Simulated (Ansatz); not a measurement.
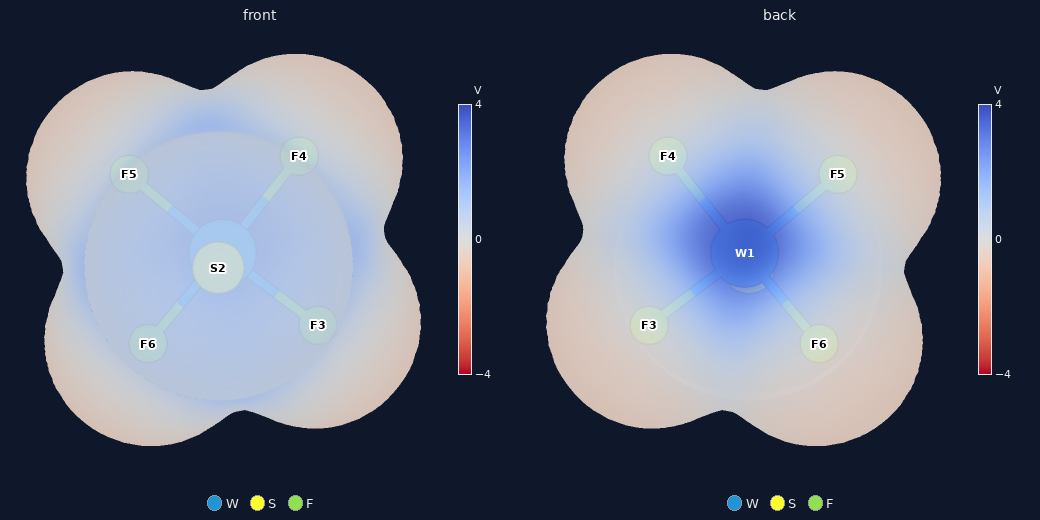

Figure 1: F₄SW (WSF4). The molecular electrostatic potential painted on the density surface at 0.002 e/bohr³, seen from the front and from behind; the colour scale runs from red (negative) to blue (positive).

Geometry: r2SCAN-D4/def2-SVP; core potentials replace the inner electrons of W; not at a stationary point (largest force 0.7 eV/Å).

These are results of RKS PBE0-D4/def2-TZVP (Ansatz), not measurements.

The calculation's input:

```
crystal:
  periodic: [false, false, false]
  atoms:
    - {symbol: W, position_ang: [-0.000149, 0.000107, -0.023036]}
    - {symbol: S, position_ang: [0.005227, -0.007696, 2.086043]}
    - {symbol: F, position_ang: [1.792749, 0.013427, -0.519752]}
    - {symbol: F, position_ang: [-0.012775, 1.795886, -0.509204]}
    - {symbol: F, position_ang: [-1.795250, -0.009622, -0.511740]}
    - {symbol: F, position_ang: [0.010209, -1.792091, -0.522311]}
basis:
  gaussian: {orbitals: def2-TZVP, initial_orbitals: start.molden}
hamiltonian: {xc: pbe0, dispersion: d4}
scf: {omitted_lower_state_checks: [starts]}
output: {forces: true, orbitals: {seedname: orbitals}}
```

Run with:

```sh
ansatz run in.yaml --threads 4 --pin off --events-out ev --progress --plain --max-ram 4787MiB
```

> Where is the surface potential most negative and most positive?

The most negative region (about −0.5 V) lies over F3, F4, F5 and F6, the most positive (about +3.6 V) over W1.
